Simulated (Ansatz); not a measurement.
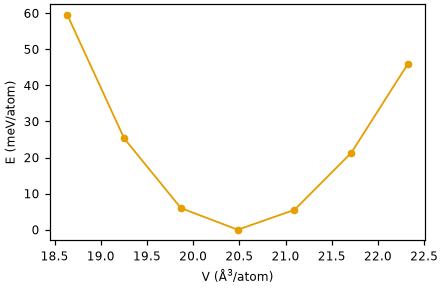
*ZrTi in space group P-6m2 (No. 187; Zr on 1a, Ti on 1d) under volume change, the program Ansatz at the r²SCAN level (PAW), shape and atoms relaxed at each volume.*

Task: What does a third-order Birch–Murnaghan fit give for V₀, B₀ and B′?

Result: V₀ = 20.48 Å³/atom, B₀ = 101 GPa, B′ = 3.3.

The first step of the workflow began from a Materials Project structure, measured or hypothetical; the Crystallography Open Database copy checked does not list it. With Zr and Ti taken as one species the cell has the higher symmetry P6_3/mmc, so it may be an ordered model of a mixed-site phase. Its standing as an ambient phase is unchecked. The r²SCAN relaxation kept the symmetry of its start; its stability against distortions is not shown here. No spin polarisation was allowed.

Potentials: the later of the program's two PAW sets.
